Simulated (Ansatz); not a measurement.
System: B2W2.

```xyz
4

W     1.1340   -0.0693    0.3747
W    -1.1391    0.0527    0.3617
B     0.0807    1.4677   -0.3348
B    -0.0756   -1.4511   -0.4016
```

Geometry: PBE0-D4/def2-TZVP; core potentials replace the inner electrons of W.

These are results of RKS PBE0-D4/def2-TZVP (Ansatz 0.2.0), not measurements.

Question: What will maps of the electron density and electron localisation function show?

Answer: B–W (1.99 Å): ρ is about 1.1 e/Å³ halfway, with its minimum of 0.92 e/Å³ about 0.8 Å from B; the ELF peaks at about 0.65 in the valence shell of B, 0.7 Å from its nucleus, and is about 0.45 at the midpoint.

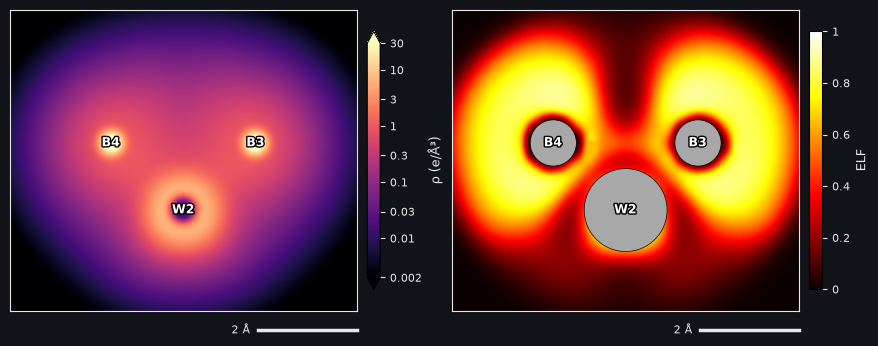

Computed electron density and electron localisation function on the plane of atoms B3, W2 and B4, in this order. Grey discs cover the atomic cores in the ELF map. 
